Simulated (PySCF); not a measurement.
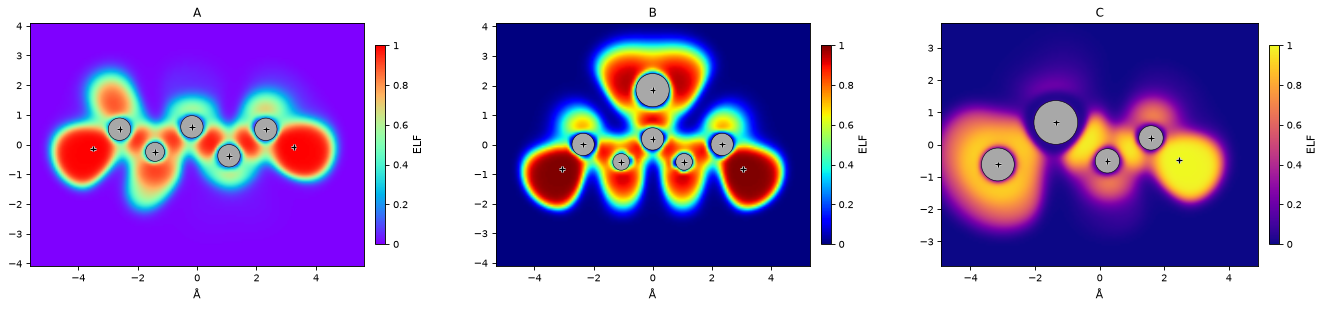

The ELF of 3 systems, each on a plane through atoms (crosses mark nuclei in the plane; grey discs cover the cores).

Method: PySCF 2.14.0, density-fitted response routines, DFT single point, gas phase, functional wB97X.

System 1: C₃H₆O₂S, the plane of atoms O2, C3 and S4. Geometry: PBE0-D3(BJ)/ma-def2-SVP.

```xyz
12

C    -2.3246    0.2411    0.3030
O    -1.0018    0.7435    0.3373
C    -0.0030   -0.0466    0.0002
S    -0.1269   -1.6204   -0.4798
O     1.1126    0.6445    0.1137
C     2.3457    0.0252   -0.2027
H    -2.9636    1.0739    0.6181
H    -2.5880   -0.0863   -0.7135
H    -2.4326   -0.6116    0.9893
H     3.1106    0.7934   -0.0417
H     2.5227   -0.8413    0.4512
H     2.3511   -0.3136   -1.2492
```

System 2: C₂H₆AlCl₂ (charge −1), the plane of atoms C2, C1 and H8. Geometry: PBE0-D3(BJ)/ma-def2-SVP.

```yaml
atoms:
  - { symbol: C, position_ang: [-1.3542, 0.0906, -0.1084] }
  - { symbol: C, position_ang: [-0.0283, -0.5441, 0.3037] }
  - { symbol: Al, position_ang: [1.5840, 0.1377, -0.6461] }
  - { symbol: Cl, position_ang: [1.7222, 2.3362, -0.2807] }
  - { symbol: Cl, position_ang: [3.3612, -0.8188, 0.2971] }
  - { symbol: H, position_ang: [-1.3468, 1.1790, 0.0719] }
  - { symbol: H, position_ang: [-1.5526, -0.0449, -1.1867] }
  - { symbol: H, position_ang: [-2.2297, -0.3219, 0.4305] }
  - { symbol: H, position_ang: [0.1409, -0.4013, 1.3880] }
  - { symbol: H, position_ang: [-0.0654, -1.6410, 0.1534] }
  - { symbol: H, position_ang: [1.6399, -0.1106, -2.2408] }
```

System 3: C₆H₁₄NO (SMILES CN[C@H]([O-])C(C)(C)C) (charge −1), the plane of atoms C5, C7 and H16. Geometry: PBE0-D3(BJ)/ma-def2-SVP.

```yaml
atoms:
  - { symbol: C, position_ang: [2.9045, -0.5391, 0.0216] }
  - { symbol: N, position_ang: [1.5169, -0.5333, -0.3573] }
  - { symbol: C, position_ang: [0.7116, 0.4118, 0.5023] }
  - { symbol: O, position_ang: [0.9748, 0.2950, 1.7739] }
  - { symbol: C, position_ang: [-0.8171, 0.1950, 0.1363] }
  - { symbol: C, position_ang: [-1.0732, 0.3300, -1.3626] }
  - { symbol: C, position_ang: [-1.5934, 1.2751, 0.8839] }
  - { symbol: C, position_ang: [-1.2426, -1.1809, 0.6346] }
  - { symbol: H, position_ang: [3.4598, -1.3293, -0.5167] }
  - { symbol: H, position_ang: [2.9526, -0.7309, 1.1044] }
  - { symbol: H, position_ang: [3.4322, 0.4311, -0.1544] }
  - { symbol: H, position_ang: [1.4370, -0.2396, -1.3295] }
  - { symbol: H, position_ang: [-2.1559, 0.3404, -1.5891] }
  - { symbol: H, position_ang: [-0.6439, 1.2737, -1.7484] }
  - { symbol: H, position_ang: [-0.6286, -0.5076, -1.9254] }
  - { symbol: H, position_ang: [-2.6850, 1.1654, 0.7443] }
  - { symbol: H, position_ang: [-1.3005, 2.2804, 0.5316] }
  - { symbol: H, position_ang: [-1.3478, 1.2134, 1.9551] }
  - { symbol: H, position_ang: [-0.7050, -1.9703, 0.0860] }
  - { symbol: H, position_ang: [-2.3321, -1.3399, 0.5246] }
  - { symbol: H, position_ang: [-0.9615, -1.2657, 1.6965] }
  - { symbol: H, position_ang: [0.9377, 1.4667, 0.0763] }
```

> Which map belongs to which system?

Panel A is system 3, C₆H₁₄NO: the plane holds C, N and H. C–N (1.44 Å): the ELF peaks at about 0.95 between the atoms; a shared electron pair. Panel B is system 1, C₃H₆O₂S: the plane holds C, O, S and H. C–O (1.32 Å): the ELF peaks at about 0.90 between the atoms: a polar covalent bond. Panel C is system 2, C₂H₆AlCl₂: the plane holds C, Al, Cl and H. C–C (1.53 Å): the ELF peaks at about 0.95 between the atoms (a covalent bond).
